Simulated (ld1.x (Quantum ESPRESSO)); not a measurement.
Input of ld1.x (Quantum ESPRESSO) 7.5:

```
 &input
   title='H', zed=1., rel=1, dft='PZ', iswitch=3,
   config='1s1 2p-2',
   nld=2, rlderiv=1.50, eminld=-2.0, emaxld=5.0, deld=0.02
 /
 &inputp
   pseudotype=1, tm=.true., lloc=1,
   nlcc=.false.,
   file_pseudopw='H.pp', file_wfcaegen='ae.wfc', file_wfcncgen='nc.wfc'
 /
2
1S  1  0   1.00   0.00  1.35  1.35  0.0
2P  2  1  -2.00  -0.05  1.10  1.10  0.0
 &test
   configts(1)='1s1'
 /
```

Command:
```bash
ld1.x < H.in > H.out
```

Functional and relativity: LDA (PZ), scalar-relativistic.

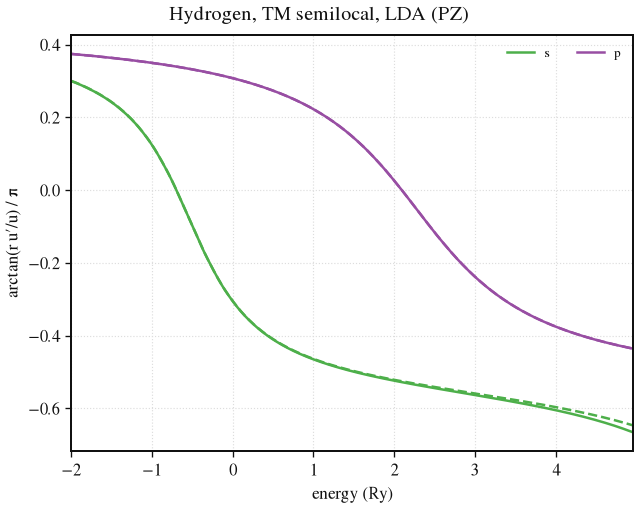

Unwrapped phase arctan(r u′/u) in units of π against energy, all-electron (solid) and pseudo (dashed); the pseudo phase is matched to the all-electron one at the reference energy. Here u = r R(r).

> Which channel departs first above its reference energy?

The s channel: its phase error passes 0.05 rad 5.2 Ry above its reference energy, while p stays within 0.05 rad to the top of the range.

> Where are the poles, the energies at which the radial function vanishes at the test radius? (There the phase passes a half-integer multiple of π.)

s: all-electron at 1.5 Ry, pseudo at 1.6 Ry; p: all-electron at no energy in the range, pseudo at no energy in the range.

> Give the range of good agreement (0.05 rad in phase) for each channel.

s: up to about 4.8 Ry; p: over the whole range drawn.
